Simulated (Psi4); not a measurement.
**C2H4F2 (1,2-difluoroethane): HF/aug-cc-pVDZ (ints tolerance 1e-06, sweep point 3)**

What is the vertical ionisation energy of C2H4F2 (1,2-difluoroethane) at HF/aug-cc-pVDZ (ints tolerance 1e-06, sweep point 3)? 

Program for the calculation: Psi4 1.11.

4 further runs of the same task are left out: 4 set aside as unsound or not needed.

## (1) The molecule

The species is C2H4F2 (8 atoms), meant as a singlet with charge 0. As SMILES, `FCCF`. The shape is that of a PBE0-D4/def2-TZVP optimisation. This is one conformer, not always the lowest.

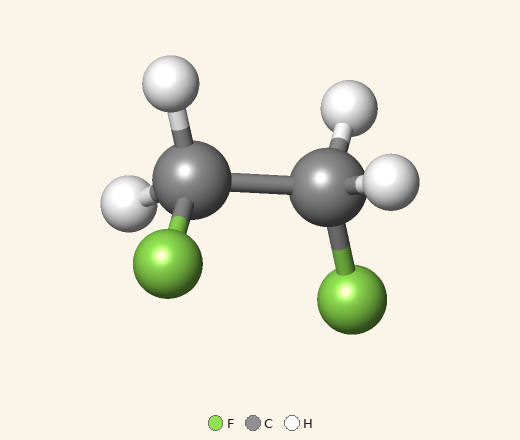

The structure, seen from a chosen angle (fluorine green, carbon grey, hydrogen white).

## (2) A single-point energy at HF/aug-cc-pVDZ (ints tolerance 1e-06, sweep point 3)

c2h4f2.in reads:

```
memory 1.6 GB

molecule mol {
  0 1
  F     -2.48001987     1.46561489     1.65163953
  C     -0.21873580     1.35315729     0.36509509
  C      0.41177132    -1.31540056    -0.33519962
  F     -1.16809641    -2.17938335    -2.21636529
  H     -0.38017510     2.52815120    -1.32815621
  H      1.26658894     2.11263822     1.59088484
  H      2.36007896    -1.40306496    -1.02948500
  H      0.20860687    -2.56173163     1.30160556
  units bohr
  symmetry c1
}

set {
  reference      rhf
  puream         true
  scf_type       direct
  ints_tolerance 1e-06
  maxiter        60
}

energy_value, wavefunction = energy('scf/aug-cc-pVDZ', return_wfn=True)
print_variables()
```

Launch:

```
$ psi4 -i c2h4f2.in -o c2h4f2.out -n 1
```

c2h4f2.out:

```text
[...]
  Running in c1 symmetry.
[...]
  Nuclear repulsion =  128.134632075241342
[...]
  Multiplicity = 1
[...]
  Nalpha       = 17
  Nbeta        = 17
[...]
    Number of basis functions: 128
[...]
   @DF-RHF iter   1:  -276.89362465200230   -6.48441e-01   2.74639e-03 DIIS/ADIIS
[...]
   @RHF iter   9:  -276.96512224076025   -1.72076e-07   8.56440e-07 DIIS
[...]
    Orbital Energies [Eh]
    ---------------------
    Doubly Occupied:
       1A    -26.301146     2A    -26.301145     3A    -11.330852
       4A    -11.330153     5A     -1.612279     6A     -1.601327
       7A     -1.053282     8A     -0.884147     9A     -0.737148
      10A     -0.736739    11A     -0.710526    12A     -0.680265
      13A     -0.674372    14A     -0.624725    15A     -0.543856
      16A     -0.530642    17A     -0.512593
[...]
  @RHF Final Energy:  -276.96512224076025
   => Energetics <=
    Nuclear Repulsion Energy =            128.1346320752413419
    One-Electron Energy =                -637.8690792847960438
    Two-Electron Energy =                 232.7693249687943933
    Total Energy =                       -276.9651222407602518
[...]
 Multipole Moments:
 ------------------------------------------------------------------------------------
     Multipole            Electronic (a.u.)      Nuclear  (a.u.)        Total (a.u.)
 ------------------------------------------------------------------------------------
 L = 1.  Multiply by 2.5417464519 to convert [e a0] to [Debye]
 Dipole X            :         -3.3372003            4.4835203            1.1463200
 Dipole Y            :         -0.6529389            0.8772153            0.2242764
 Dipole Z            :         -0.5165913            0.6940443            0.1774531
 Magnitude           :                                                    1.1814563
[...]
```

Wall time 9.3 s (1 thread of Intel Xeon at 2.70GHz, shared host); peak memory 0.26 GiB.

## (3) The doublet cation

input.inp reads:

```
memory 1600 MB

molecule mol {
  1 2
  F     -2.48001987     1.46561489     1.65163953
  C     -0.21873580     1.35315729     0.36509509
  C      0.41177132    -1.31540056    -0.33519962
  F     -1.16809641    -2.17938335    -2.21636529
  H     -0.38017510     2.52815120    -1.32815621
  H      1.26658894     2.11263822     1.59088484
  H      2.36007896    -1.40306496    -1.02948500
  H      0.20860687    -2.56173163     1.30160556
  units au
  symmetry c1
}

set {
  basis          aug-cc-pVDZ
  reference      uhf
  puream         true
  scf_type       direct
  ints_tolerance 1e-06
  maxiter        100
}

e, wfn = energy('hf', return_wfn=True)
print_variables()
```

Launch:

```
$ psi4 -i input.inp -o input.out -n 1
```

input.out:

```text
[...]
  Running in c1 symmetry.
[...]
  Nuclear repulsion =  128.134632075241342
[...]
  Multiplicity = 2
[...]
  Nalpha       = 17
  Nbeta        = 16
[...]
    Number of basis functions: 128
[...]
   @DF-UHF iter   1:  -276.40186082754343   -1.56678e-01   2.66342e-03 DIIS/ADIIS
[...]
   @UHF iter  24:  -276.50319085959461   -1.86123e-07   9.86674e-07 DIIS
[...]
   @S^2 Observed:                7.644155967E-01
[...]
    Orbital Energies [Eh]
    ---------------------
    Alpha Occupied:
       1A    -26.612771     2A    -26.612768     3A    -11.662639
       4A    -11.661883     5A     -1.914026     6A     -1.901707
       7A     -1.395193     8A     -1.185141     9A     -1.046948
      10A     -1.036357    11A     -1.014223    12A     -0.973493
      13A     -0.972931    14A     -0.928124    15A     -0.852572
      16A     -0.839463    17A     -0.824172
    Alpha Virtual:
      18A     -0.114256    19A     -0.088832    20A     -0.080367
      21A     -0.078217    22A     -0.056681    23A     -0.046288
      24A     -0.031224    25A     -0.013137    26A      0.000220
[...]
  @UHF Final Energy:  -276.50319085959461
   => Energetics <=
    Nuclear Repulsion Energy =            128.1346320752413419
    One-Electron Energy =                -627.8189558015405964
    Two-Electron Energy =                 223.1811328667046439
    Total Energy =                       -276.5031908595946106
  UHF NO Occupations:
  HONO-2 :   15  A 1.9977262
  HONO-1 :   16  A 1.9969651
[...]
 Multipole Moments:
 ------------------------------------------------------------------------------------
     Multipole            Electronic (a.u.)      Nuclear  (a.u.)        Total (a.u.)
 ------------------------------------------------------------------------------------
 L = 1.  Multiply by 2.5417464519 to convert [e a0] to [Debye]
 Dipole X            :         -2.5942072            4.4835203            1.8893131
 Dipole Y            :         -0.5075572            0.8772153            0.3696580
 Dipole Z            :         -0.4015704            0.6940443            0.2924739
 Magnitude           :                                                    1.9472268
[...]
```

It took 11 s on 1 thread of Intel Xeon at 2.70GHz, shared host; peak memory 0.26 GiB.

## (4) What came out

At HF/aug-cc-pVDZ (ints tolerance 1e-06, sweep point 3):

| quantity | value |
| --- | --- |
| singlet C2H4F2: total energy | -276.96512 Eh |
| singlet C2H4F2: dipole moment | 3.00 D |
| singlet C2H4F2: HOMO energy | -13.95 eV |
| singlet C2H4F2: LUMO energy | 0.87 eV |
| singlet C2H4F2: HOMO–LUMO gap | 14.82 eV |
| doublet cation: total energy | -276.50319 Eh |
| doublet cation: HOMO energy (highest over α and β) | -21.93 eV |
| doublet cation: LUMO energy (lowest over α and β) | -11.19 eV |
| doublet cation: ⟨S²⟩ | 0.764 |
| vertical ionisation energy (to the doublet cation) | 12.570 eV |

In words: Removing an electron at fixed nuclei costs 12.57 eV (1213 kJ/mol). −ε(HOMO) before ionisation, 13.95 eV, is 1.38 eV above this ionisation energy.
